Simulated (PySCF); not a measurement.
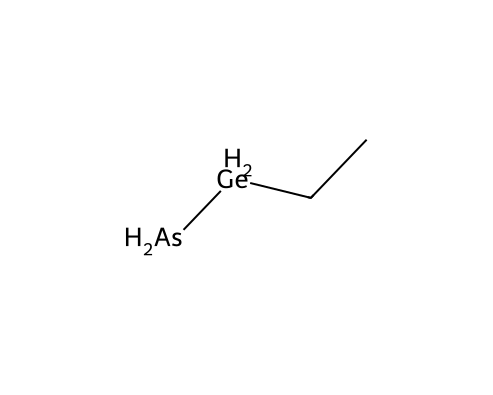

A structural formula.

> Give its SMILES.

C[CH2][GeH2][AsH2]

> Give the formula, hydrogens included.

C2H9AsGe.

> An optimisation with GFN2-xTB gave a structure of which point group?

C1. Other conformers may differ.

More results for the same structure follow; atom numbers are the same in all pictures, views and colours differ. The geometry was computed by an optimisation with GFN2-xTB. No frequency run is at hand to confirm it as a minimum.

### Geometry

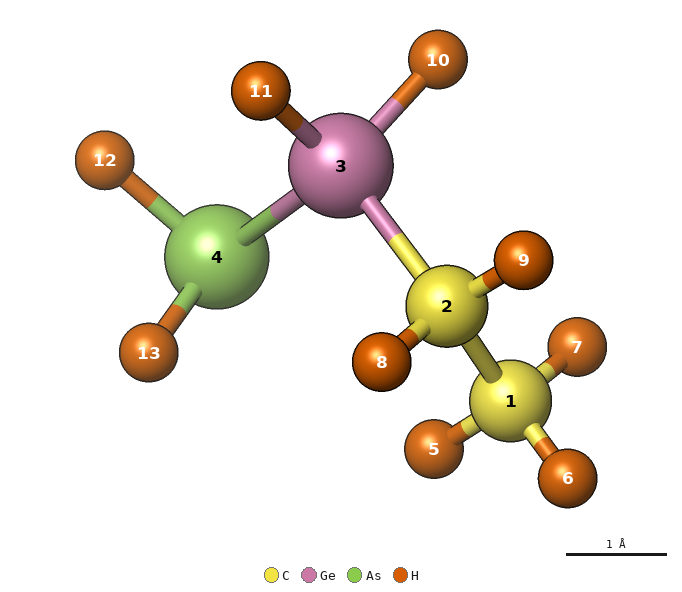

No frequency run is at hand to confirm it as a minimum.

What are the angles C1–C2–Ge3, C1–C2–H8, C2–C1–H5, C2–C1–H6, C2–C1–H7, C2–Ge3–As4, C2–Ge3–H10, C2–Ge3–H11, Ge3–C2–H8, Ge3–C2–H9, As4–Ge3–H10, As4–Ge3–H11?

```tsv
angle	degrees
C1–C2–Ge3	111.3
C1–C2–H8	109.6
C2–C1–H5	110.3
C2–C1–H6	111.4
C2–C1–H7	110.6
C2–Ge3–As4	111.0
C2–Ge3–H10	107.4
C2–Ge3–H11	108.2
Ge3–C2–H8	109.1
Ge3–C2–H9	109.9
As4–Ge3–H10	111.2
As4–Ge3–H11	116.3
```

### Dipole moment

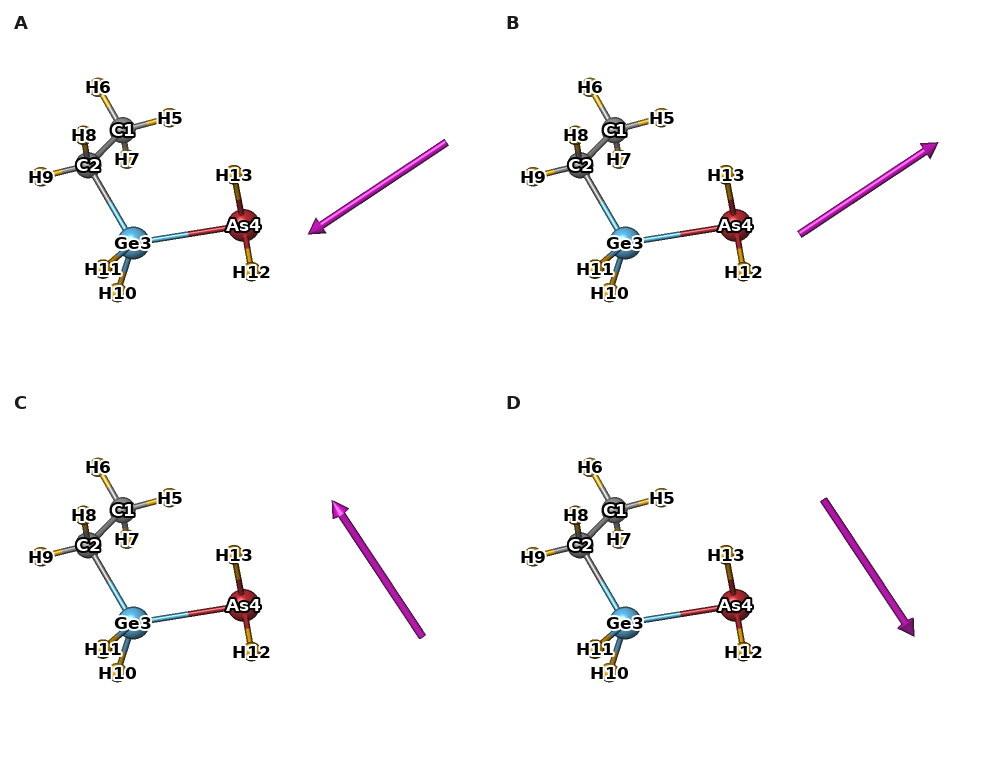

The same molecule four times, each with an arrow. No frequency run is at hand to confirm it as a minimum. Method: PBE0/def2-SVPD, gas phase (PySCF 2.14.0).

> Which arrow points along the dipole moment, from the negative to the positive end?

C. The dipole moment is 0.75 D; it points from the side of H12 to the side of H6 (the outermost atoms at the two ends).

### Polarisability

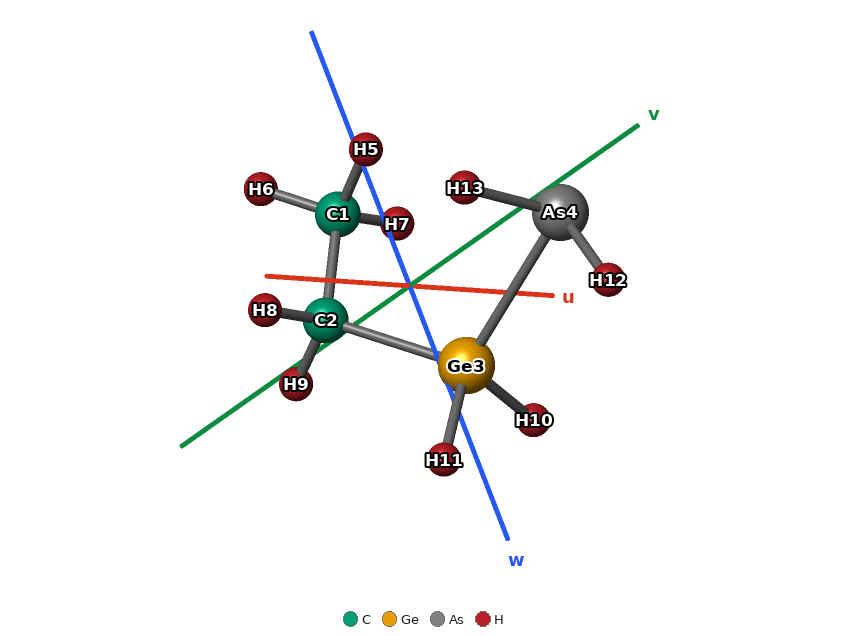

The lines u, v and w are the principal axes of the static dipole polarisability. No frequency run is at hand to confirm it as a minimum. Computed with PBE0/def2-SVPD (PySCF 2.14.0).

> Along which axis is the molecule most polarisable, and along which least?

Most along v, least along u.

> Give the three principal values.

u 76.3, v 105.6, w 89.7 bohr³; mean 90.5, anisotropy 25.4 bohr³.

### Excitation

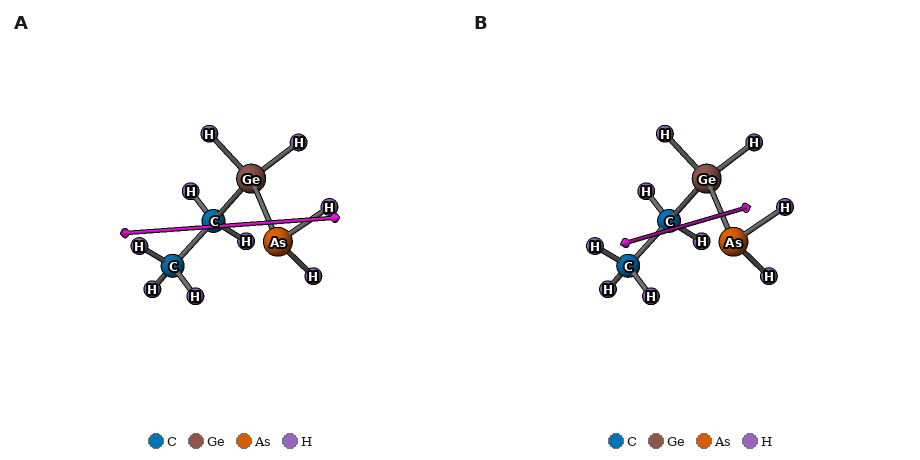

The double arrows show the directions of two transition dipoles from the ground state (lengths mean nothing). No frequency run is at hand to confirm it as a minimum. Level of theory: TDDFT PBE0/def2-SVPD, vertical, gas phase, core orbitals frozen in the response (PySCF 2.14.0).

> One belongs to singlet state 2 and one to singlet state 6. Which is which?

A: state 6, 7.37 eV (168 nm), oscillator strength 0.045, mainly HOMO−1 → LUMO+1 (weight 0.78).
B: state 2, 6.53 eV (190 nm), oscillator strength 0.034, mainly HOMO → LUMO+2 (weight 0.80).

The geometry is semi-empirical. Around As, Ge such bond lengths and angles can be off by a tenth of an ångström or more and by several degrees, and values that hang on the shape move with them.
